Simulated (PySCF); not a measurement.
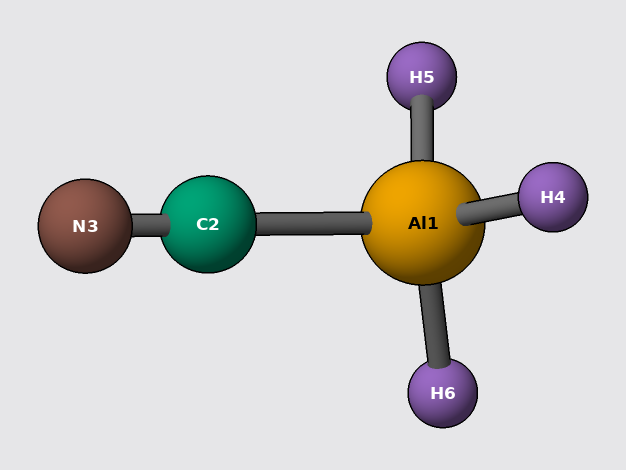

State: charge −1, singlet. The geometry was computed by an optimisation with PBE0-D3(BJ)/def2-SVP. No frequency run is at hand to confirm it as a minimum. Level of theory: GIAO PBE/pcSseg-1 (pcSseg-2 on Al) NMR shielding, non-relativistic, gas phase (PySCF 2.14.0). Principal shieldings σ11 ≤ σ22 ≤ σ33, span Ω = σ33 − σ11, skew κ = 3(σiso − σ22)/Ω.

Give the shielding tensors of the N atoms.

| atom | σ11 | σ22 | σ33 | σiso | Ω | κ |
| --- | --- | --- | --- | --- | --- | --- |
| N3 | −268.3 | −268.3 | 308.2 | −76.1 | 576.5 | 1.00 |

Shieldings and span in ppm.
